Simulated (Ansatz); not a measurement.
# SVWN5/6-311+G(d,p) run of CH5BO (SMILES CBO)

Aim: the vertical electron affinity of CH5BO at SVWN5/6-311+G**, from 2 runs. 

Program for the calculation: Ansatz 0.2.0.

57 further runs of the same task are left out: 57 set aside as unsound or not needed.

### Step 1. The system as given

CH5BO: 8 atoms, total charge 0, spin state singlet. As SMILES, `CBO`. The coordinates come from a PBE0-D4/def2-TZVP relaxation. This is one conformer, not always the lowest.

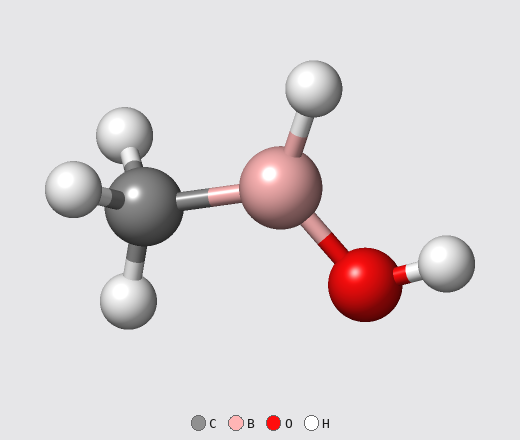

The structure, seen from a chosen angle (carbon grey, boron pink, oxygen red, hydrogen white).

### Step 2. A single-point energy at SVWN5/6-311+G(d,p)

File input.yaml:

```yaml
crystal:
  periodic: [false, false, false]
  atoms:
    - symbol: C
      position_ang: [-0.618600, 0.710300, -0.324600]
    - symbol: B
      position_ang: [0.508800, -0.240100, 0.180200]
    - symbol: O
      position_ang: [0.240700, -1.558300, 0.355600]
    - symbol: H
      position_ang: [-1.568300, 0.201200, -0.499400]
    - symbol: H
      position_ang: [-0.308500, 1.205100, -1.251900]
    - symbol: H
      position_ang: [-0.780500, 1.520100, 0.395700]
    - symbol: H
      position_ang: [1.620500, 0.163100, 0.420800]
    - symbol: H
      position_ang: [0.998200, -2.058400, 0.667700]
basis:
  gaussian:
    orbitals: 6-311+G_st__st_.json
hamiltonian:
  xc: {name: SVWN5}
accuracy: high
output:
  orbitals: {seedname: orbitals}
```

The basis set 6-311+G** is read from a file made from the Basis Set Exchange's data (not shown).

Started as:

```
ansatz run input.yaml --threads 1 --pin off --max-ram 3480MiB --events-out events.jsonl --progress --plain --runs-dir runs
```

What it wrote:

```text
Warning: RAYON_NUM_THREADS=1 ignored (pool sized by the plan → 1); use --threads N
Functional definition: SVWN5
  name "SVWN5"
  exchange = slater_x
  correlation = vwn5_c
1917 factors; integrals over basis functions are off by at most 3.6e-9 eV
mean field evaluation 1: about -3797.6190 eV, gradient 8.2e1 eV
mean field evaluation 2: about -3765.9296 eV, gradient 1.4e2 eV
mean field evaluation 4: about -3810.8783 eV, gradient 1.3e1 eV
mean field evaluation 8: about -3811.2284 eV, gradient 1.0e-1 eV
mean field evaluation 16: about -3811.2284 eV, gradient 1.9e-6 eV
mean field -3811.22844875 eV, -140.0600621481 hartree, gradient 1.0e-8 eV, S^2 0.000000; 0 other end points of the search recorded, 0 dependent functions left out
reference -3811.22845489 eV, -140.0600623738 hartree; 12, 12 occupied and 84, 84 virtual orbitals, 1917 factors
Total energy: -3811.22845489 eV, -140.0600623738 hartree
```

Run time: 3.9 s. Hardware: 1 thread of Arm Neoverse V1, shared host; peak memory 0.22 GiB.

### Step 3. The doublet anion

File molecule.yaml:

```yaml
crystal:
  periodic: [false, false, false]
  atoms:
    - {symbol: C, position_ang: [-0.618600, 0.710300, -0.324600]}
    - {symbol: B, position_ang: [0.508800, -0.240100, 0.180200]}
    - {symbol: O, position_ang: [0.240700, -1.558300, 0.355600]}
    - {symbol: H, position_ang: [-1.568300, 0.201200, -0.499400]}
    - {symbol: H, position_ang: [-0.308500, 1.205100, -1.251900]}
    - {symbol: H, position_ang: [-0.780500, 1.520100, 0.395700]}
    - {symbol: H, position_ang: [1.620500, 0.163100, 0.420800]}
    - {symbol: H, position_ang: [0.998200, -2.058400, 0.667700]}
basis:
  gaussian:
    orbitals: 6-311+G_st__st_.json
total_charge: -1
magnetization:
  spin_polarized: true
  initial_magnetization: 1
hamiltonian:
  xc: {name: SVWN5}
accuracy: high
output:
  orbitals: {seedname: orbitals}
```

The basis set 6-311+G** is read from a file made from the Basis Set Exchange's data (not shown).

Started as:

```
ansatz run molecule.yaml --threads 1 --pin off --max-ram 3480MiB --events-out events.jsonl --progress --plain --runs-dir runs
```

What it wrote:

```text
Warning: RAYON_NUM_THREADS=1 ignored (pool sized by the plan → 1); use --threads N
[... 4 set-up lines as earlier in the session ...]
1917 factors; integrals over basis functions are off by at most 3.6e-9 eV
mean field evaluation 1: about -3801.9328 eV, gradient 3.8e1 eV
mean field evaluation 2: about -3754.2416 eV, gradient 8.8e1 eV
mean field evaluation 4: about -3810.2837 eV, gradient 5.0e0 eV
mean field evaluation 8: about -3810.4373 eV, gradient 5.8e-1 eV
mean field evaluation 16: about -3810.4405 eV, gradient 7.2e-4 eV
mean field evaluation 32: about -3808.5059 eV, gradient 3.3e0 eV
mean field evaluation 64: about -3809.3845 eV, gradient 1.2e0 eV
mean field -3810.44049714 eV, -140.0311054606 hartree, gradient 4.9e-8 eV, S^2 0.750195; 10 other end points of the search recorded, 0 dependent functions left out
reference -3810.44049967 eV, -140.0311055534 hartree; 13, 12 occupied and 83, 84 virtual orbitals, 1917 factors
Total energy: -3810.44049967 eV, -140.0311055534 hartree
```

It took 20 s on 1 thread of Arm Neoverse V1, shared host; peak memory 0.29 GiB.

### Step 4. What came out

At SVWN5/6-311+G**:

| quantity | value |
| --- | --- |
| singlet CH5BO: total energy | -140.06006 Eh |
| singlet CH5BO: HOMO energy | -7.19 eV |
| singlet CH5BO: LUMO energy | -1.14 eV |
| singlet CH5BO: HOMO–LUMO gap | 6.06 eV |
| doublet anion: total energy | -140.03111 Eh |
| doublet anion: HOMO energy (highest over α and β) | 2.21 eV |
| doublet anion: LUMO energy (lowest over α and β) | 2.51 eV |
| doublet anion: ⟨S²⟩ | 0.750 |
| vertical electron affinity (to the doublet anion) | -0.788 eV |

The anion lies 0.79 eV (18.2 kcal/mol) above the neutral: the electron isn't bound at this level, and such a value depends on the basis. The HOMO (doublet anion) lies at positive energy, 2.21 eV, as semi-local functionals often give for anions; only total energies tell whether the electron is bound.
